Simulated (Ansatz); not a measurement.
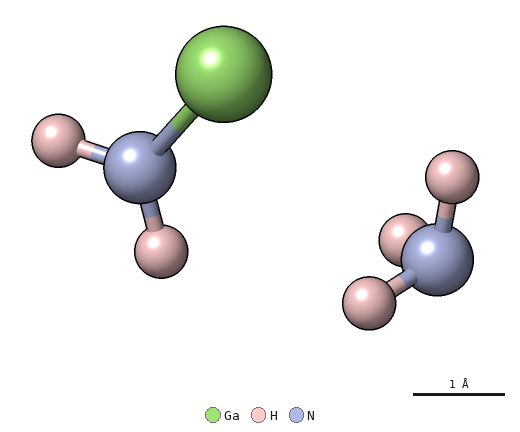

GaN₂H₅, before the relaxation. A ball-and-stick model, seen at a tilt.

The run prepares an end point of a later path (reaction) calculation, from a guessed geometry.

Level of theory: RKS PBE/def2-SVP (Ansatz 0.2.0).

Input file:
```yaml
crystal:
  periodic: [false, false, false]
  atoms:
    - { symbol: Ga, position_ang: [-0.810448, -0.78064, 0.853335] }
    - { symbol: H, position_ang: [1.836001, -0.079053, 1.284171] }
    - { symbol: "N", position_ang: [2.103465, 0.222599, 0.32292] }
    - { symbol: H, position_ang: [1.954414, -0.582702, -0.298402] }
    - { symbol: H, position_ang: [1.446138, 0.962042, 0.044054] }
    - { symbol: "N", position_ang: [-1.283785, -0.047636, -0.826747] }
    - { symbol: H, position_ang: [-2.254957, -0.010777, -1.162166] }
    - { symbol: H, position_ang: [-0.672028, 0.316167, -1.566666] }
basis:
  gaussian: { orbitals: def2-SVP }
hamiltonian:
  xc: pbe
relax:
  f_tol: 0.03
  max_steps: 50
output:
  orbitals: {}
```

Launched with:
```bash
ansatz run input.yaml --threads 2 --pin off --max-ram 3072MiB --backend cpu --events-out ev --progress --plain --runs-dir out
```

**Predict the outcome.**

The energy falls by 0.016 eV in 10 accepted moves (11 points after the start). Largest force component: 0.51 eV/Å at the start, 0.015 eV/Å at the end. The line search rejected the trial step at point 1 of the run. The forces were under the threshold at step 5, but the run went on from there. H5 moves most after the best rigid fit: 0.35 Å. By element the largest moves are H 0.35 Å, Ga 0.17 Å, N 0.17 Å. Among the contacts that change: H2–N3 1.042 → 1.027 Å, Ga1–N6 1.893 → 1.901 Å.

Final geometry:

```xyz
8

Ga   -0.7436   -0.9314    0.8097
H     1.9034    0.0678    1.2681
N     1.9535    0.2570    0.2602
H     1.9304   -0.6404   -0.2388
H     1.1298    0.8100   -0.0089
N    -1.1652    0.0116   -0.7867
H    -2.1363    0.1948   -1.0705
H    -0.5533    0.2305   -1.5827
```

After the run, drawn alike:

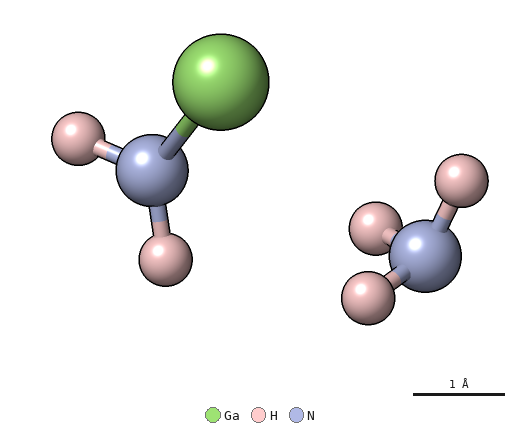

Limits of the set-up: the start holds two separate molecules, 2.7 Å apart at their closest, whose relative position is a soft coordinate and is computed without a dispersion correction.
